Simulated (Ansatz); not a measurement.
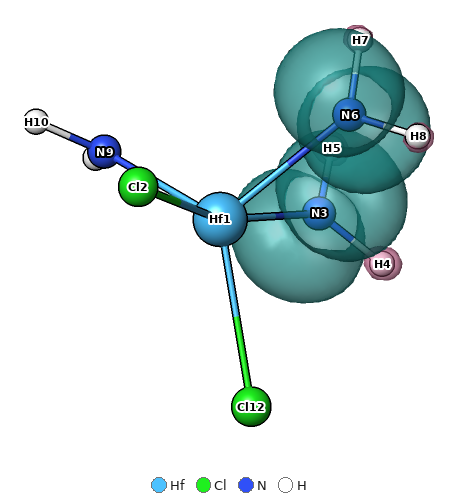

Cl₂H₆HfN₃ (doublet). Isosurfaces of the spin density (α minus β) at +0.02 (teal) and −0.02 e/Å³ (pink), seen from one side.

Core potentials replace the inner electrons of Hf.

Computed with Ansatz, UKS PBE/def2-SVP.

```yaml
atoms:
  - { symbol: Hf, position_ang: [-0.3251, -0.1936, 0.7735] }
  - { symbol: Cl, position_ang: [-2.5365, 0.0117, 1.7280] }
  - { symbol: N, position_ang: [1.5373, 0.0473, -0.4218] }
  - { symbol: H, position_ang: [2.3822, 0.4972, -0.0359] }
  - { symbol: H, position_ang: [1.5971, 0.1189, -1.4489] }
  - { symbol: N, position_ang: [-0.4124, 1.7097, -0.2035] }
  - { symbol: H, position_ang: [-0.5741, 1.8902, -1.2028] }
  - { symbol: H, position_ang: [-0.1469, 2.5988, 0.2450] }
  - { symbol: N, position_ang: [-0.7782, -1.7359, -0.4738] }
  - { symbol: H, position_ang: [-1.6995, -2.1893, -0.4971] }
  - { symbol: H, position_ang: [-0.1048, -2.3176, -0.9848] }
  - { symbol: Cl, position_ang: [1.0679, -0.4375, 2.7195] }
```

### Which atoms carry the spin?

The unpaired spin (1 electron) lies mostly on N3 (about 0.5) and N6 (about 0.4), in electrons by Hirshfeld's partition.
